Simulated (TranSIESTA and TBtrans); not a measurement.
Device: Al chain with one C atom inserted. Leads: straight Al chain, spacing 2.597 Å. Geometry: 3 atoms about the centre moved by SIESTA (PBE, DZP) to a largest force of 0.00 eV/Å, all others as built, motion along the axis alone.

Method: TranSIESTA and TBtrans, PBE, DZP numerical orbitals (energy shift 0.15 eV), PseudoDojo norm-conserving scalar-relativistic potentials, mesh cutoff 200 Ry, 300 K, no spin polarisation, no spin-orbit coupling; self-consistent non-equilibrium Green functions.

Energies count from the leads' Fermi level. Transmissions are for one spin of a degenerate pair. The energy step is 0.01 eV; narrower resonances are cut or missed.

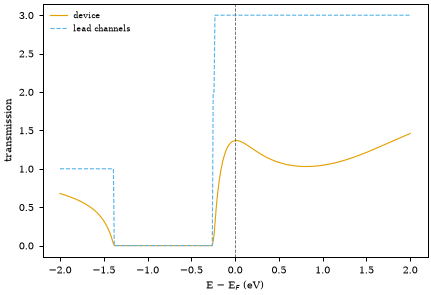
Figure: Transmission against energy

```tsv
E (eV)	T	lead channels
-2.00	0.68	1
-1.80	0.59	1
-1.60	0.45	1
-1.40	0.064	1
-1.20	0	0
-1.00	0	0
-0.80	0	0
-0.60	0	0
-0.40	0	0
-0.20	0.67	3
0.00	1.37	3
0.20	1.26	3
0.40	1.13	3
0.60	1.05	3
0.80	1.03	3
1.00	1.05	3
1.20	1.09	3
1.40	1.17	3
1.60	1.26	3
1.80	1.36	3
2.00	1.46	3
```

The straight chain is held at its spacing; free chains may zigzag or dimerise. No spin-polarised start was tried, so a magnetic state, if there is one, is missed.
